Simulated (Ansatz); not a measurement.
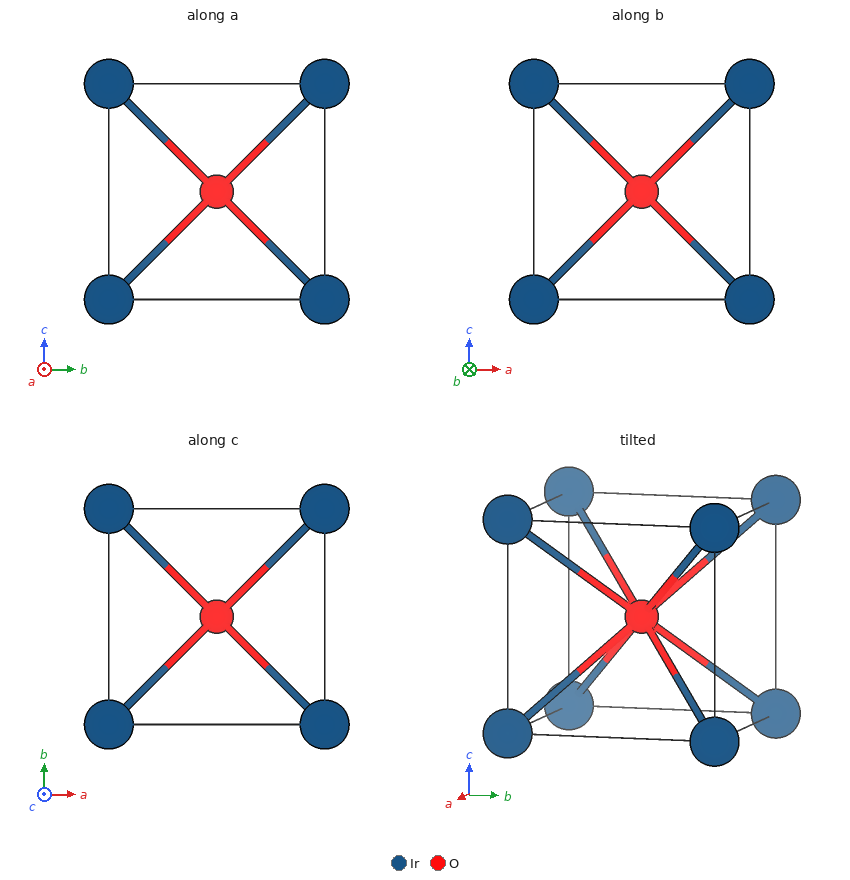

View along the a axis, along the b axis, along the c axis and slightly off an axis, drawn as a ball-and-stick model. One conventional unit cell is framed, with atoms on its boundary repeated.

Lattice parameters: a = 2.810 Å, b = 2.810 Å, c = 2.810 Å, α = 90.00°, β = 90.00°, γ = 90.00°. Put a along x and b in the xy plane.

Set out the cell and atoms as a POSCAR file.

Answer.
```
Ir O
1.0
     2.810    0.000    0.000
     0.000    2.810    0.000
     0.000    0.000    2.810
Ir O
1 1
Direct
  0.0000 0.0000 0.0000
  0.5000 0.5000 0.5000
```

The structure comes from a structure type filled with these elements by a generator (whether the compound takes this form wasn't checked). Earlier steps of the study may have refined or changed the cell and positions. An electronic-structure calculation with Ansatz was run on it.
